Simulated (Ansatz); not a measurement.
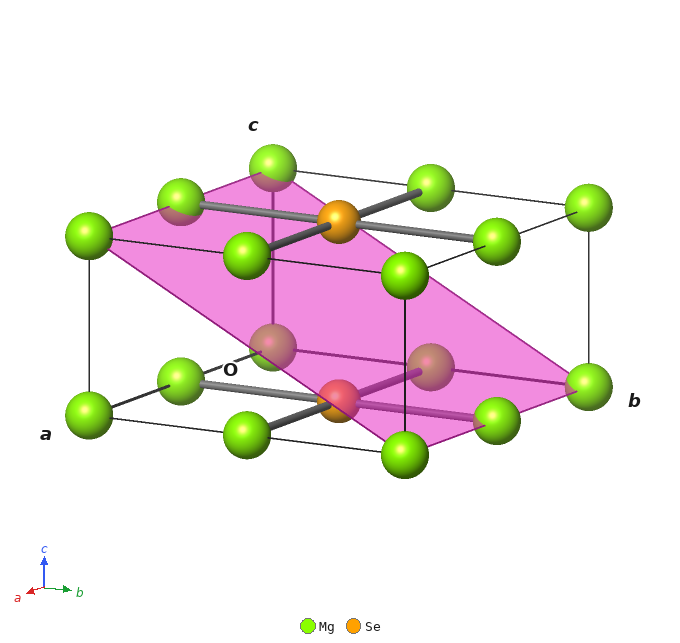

Crystal: Mg3Se, coordinates from a relaxation with Ansatz, DFT PBE, scalar-relativistic, plane waves, PAW; the starting structure was generated, so it need not be a known form of this composition. Every member of one family of equally spaced planes, hx + ky + lz = a whole number, that cuts the unit cell is shaded (one member passes through the origin O, touching the cell only at an edge or corner). Symmetry computed with spglib at a tolerance of 0.002 Å; standard conventional cell.

a = 5.861 Å, b = 5.861 Å, c = 2.944 Å, α = 90.00°, β = 90.00°, γ = 90.00°.

Index the planes.

(0 1 1); the opposite sign names the same planes. The member next to the origin meets the axes a never, b at 1, c at 1.

What is the spacing?

d = 2.631 Å.

Which atoms of the cell lie in these planes (within 0.03 Å)?

2 of the 3 Mg.

The space group is P4/mmm, No. 123. How many reflections hkl are equivalent to this one (itself included), and does it occur?

8 reflections are equivalent in the Laue class 4/mmm. The space group allows the reflection.
